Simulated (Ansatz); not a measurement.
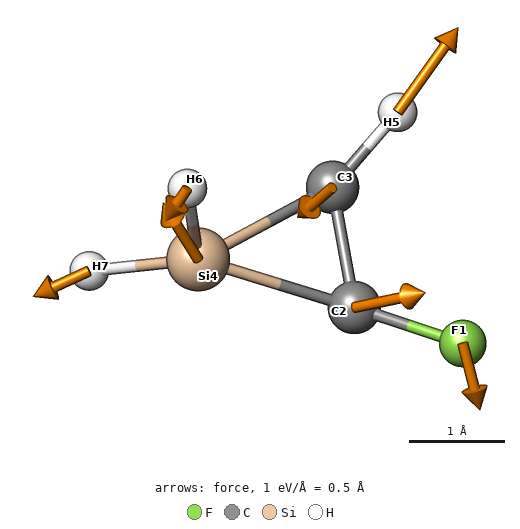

Starting geometry of C$_{2}$H$_{3}$FSi (coarse preliminary run) with the computed forces as orange arrows. A ball-and-stick model, seen at a tilt.

The start comes from a force field.

Level of theory: RKS PBE-D4/def2-SVP in Ansatz. Set-up: force threshold 0.03 eV/Å; at most 200 steps.

**Is this structure relaxed? If not, where do the atoms go?**

It isn't relaxed: the largest force vector, on H5, is 2.23 eV/Å. The final displacements follow the starting forces only in part (cosine between the two patterns 0.46). F1 moves most after the best rigid fit: 0.42 Å. By element the largest moves are F 0.42 Å, H 0.41 Å, C 0.34 Å, Si 0.20 Å. Near-neighbour distances that change, for instance: Si4–H7 1.441 → 1.502 Å, C3–H5 1.046 → 1.099 Å, C3–Si4 1.807 → 1.859 Å, Si4–H6 1.547 → 1.502 Å. Bond angles that change, for instance: C3–Si4–H6 104.8° → 121.5°, F1–C2–Si4 137.5° → 154.0°, F1–C2–C3 121.7° → 136.2°. Over 7 geometry steps the energy falls by 105.9 kJ/mol. The largest force component goes from 1.7 to 0.016 eV/Å. Cost: 10 s on 2 threads of Arm Neoverse V1 (shared host).
